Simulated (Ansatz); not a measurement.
**BCl₂H₃OSi···HF: density, localisation and related maps**

The calculation's input:

```
crystal:
  periodic: [false, false, false]
  atoms:
    - { symbol: B, position_ang: [-1.181732, -0.240102, -0.858325] }
    - { symbol: F, position_ang: [0.881239, 1.429907, -1.422665] }
    - { symbol: Cl, position_ang: [-0.658773, -1.727534, -1.64101] }
    - { symbol: Cl, position_ang: [-2.442541, 0.755023, -1.577494] }
    - { symbol: H, position_ang: [0.29472, 1.806627, -0.825131] }
    - { symbol: O, position_ang: [-0.668498, 0.16434, 0.407129] }
    - { symbol: Si, position_ang: [0.670198, -0.43922, 1.280692] }
    - { symbol: H, position_ang: [0.145516, -1.296564, 2.395138] }
    - { symbol: H, position_ang: [1.598195, -1.219485, 0.402631] }
    - { symbol: H, position_ang: [1.361676, 0.767108, 1.838835] }
basis:
  gaussian: { orbitals: def2-SVP }
hamiltonian:
  xc: pbe
  dispersion: d4
relax:
  f_tol: 0.03
  max_steps: 50
output:
  orbitals: {}
```

Run with:

```sh
ansatz run input.yaml --threads 2 --pin off --max-ram 3072MiB --backend cpu --events-out ev --progress --plain --runs-dir out
```

The fields are those of the relaxed geometry.

Method: RKS PBE-D4/def2-SVP (Ansatz 0.2.0).

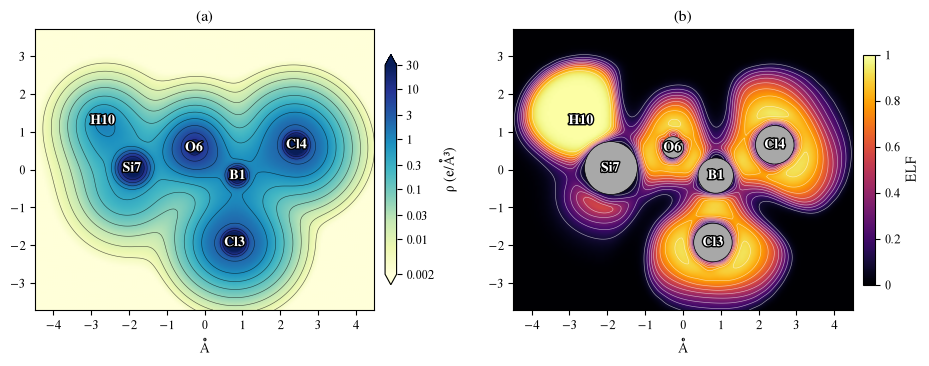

Figure 1. (a) total electron density; (b) ELF on the plane of atoms Cl3, B1 and Cl4. Grey discs cover the atomic cores in the ELF map.

Question: Interpret the plot.

Answer: The plane passes through B, Cl, O, Si and H nuclei. B–O (1.36 Å): ρ is about 2.1 e/Å³ halfway; the ELF peaks at about 0.90 between the atoms, as expected for a shared but strongly polarised pair. Si–O (1.73 Å): ρ at the midpoint is about 0.9 e/Å³; the ELF peaks at about 0.90 between the atoms (a shared but strongly polarised pair). B–Cl (1.76 Å): ρ is about 1.3 e/Å³ halfway; the ELF peaks at about 0.90 between the atoms (a shared but strongly polarised pair). Si–H (1.49 Å): ρ is about 0.78 e/Å³ halfway; the ELF climbs to about 1 towards the hydrogen, as it does in any bond to H. The ELF also peaks beside Cl3, Cl4 and O6, away from the bonds: lone-pair regions.

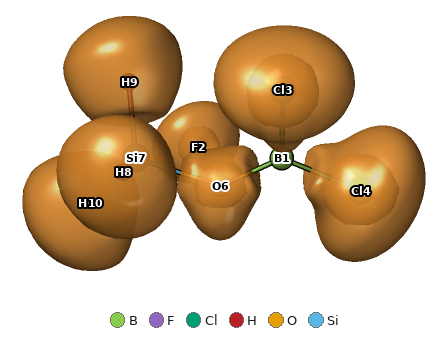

Figure 2. Isosurface of the ELF at 0.75 (orange), seen from one side. Only the valence region is drawn (cores and ρ < 0.01 e/Å³ removed).

Question: What do the ELF domains correspond to?

Answer: The ELF exceeds this value in three regions around hydrogen nuclei, two regions on Cl in which the atom's valence shell and bonds are merged, one region on O in which the atom's valence shell and bonds are merged and one joined region spread over several atoms (F, H), in which their bonds and any lone pairs are merged.


O6···H5 (1.82 Å): the ELF dips to about 0.10 between them: by its geometry a hydrogen bond between the two molecules, with no shared pair.

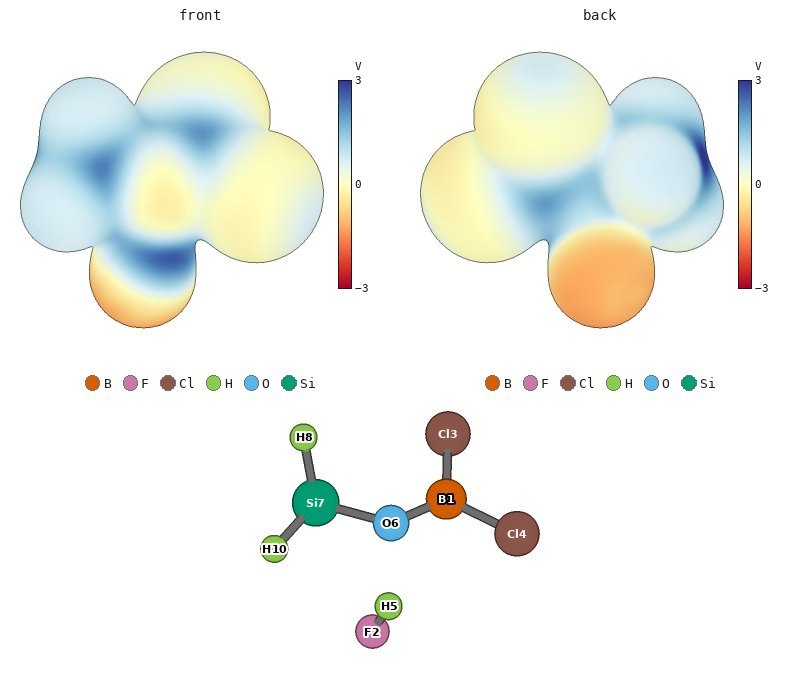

Figure 3. The electrostatic potential painted on the density surface at 0.004 e/bohr³, seen from the front and from behind; red is negative and blue positive. The bare structure is drawn below in the same view.

Question: Which sites attract a positive test charge, and which a negative one?

Answer: A positive charge is drawn to the negative regions and a negative charge to the positive ones. The most negative region (about −1.3 V, or −30 kcal/mol for a unit charge) lies over F2, the most positive (about +2.9 V, or +67 kcal/mol for a unit charge) over Si7. Cl3 shows a σ-hole: about +0.7 V, or +16 kcal/mol for a unit charge at the tip opposite its bond, against about +0.2 V on its flanks. Cl4 shows a σ-hole: about +0.7 V, or +16 kcal/mol for a unit charge at the tip opposite its bond, against about −0.1 V on its flanks.

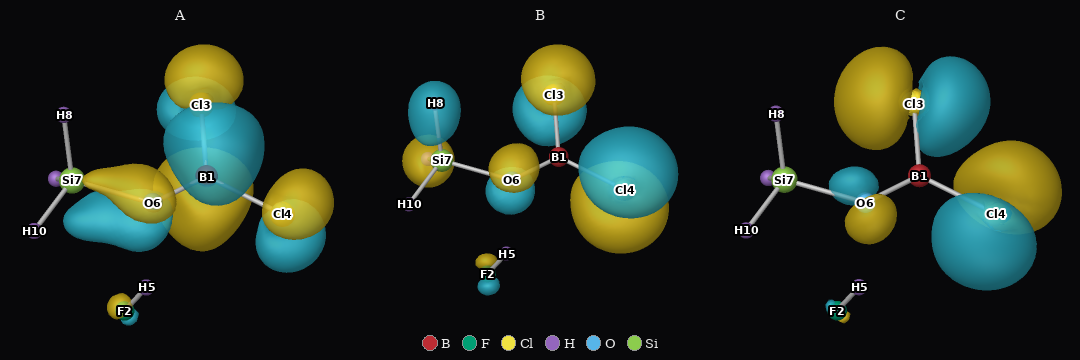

Figure 4. Three frontier orbitals at ±0.1 Å⁻³ᐟ² (yellow and cyan are the two phases), in no order.

Question: Order the three orbitals by energy and name them.

Answer: B is the HOMO−1 (−8.09 eV). It lies mainly on Cl4 (about 60 %), Cl3 (about 20 %) and O6 (about 5 %). C is the HOMO (−7.65 eV). It lies mainly on Cl4 (about 50 %) and Cl3 (about 40 %); largely a combination of lone pairs on Cl4 and Cl3. A is the LUMO (−1.62 eV). By Hirshfeld shares it lies mainly on B1 (about 45 %), Cl4 (about 15 %), Cl3 (about 15 %) and O6 (about 15 %).

Question: What is the HOMO–LUMO gap?

Answer: 6.03 eV between the orbital energies.
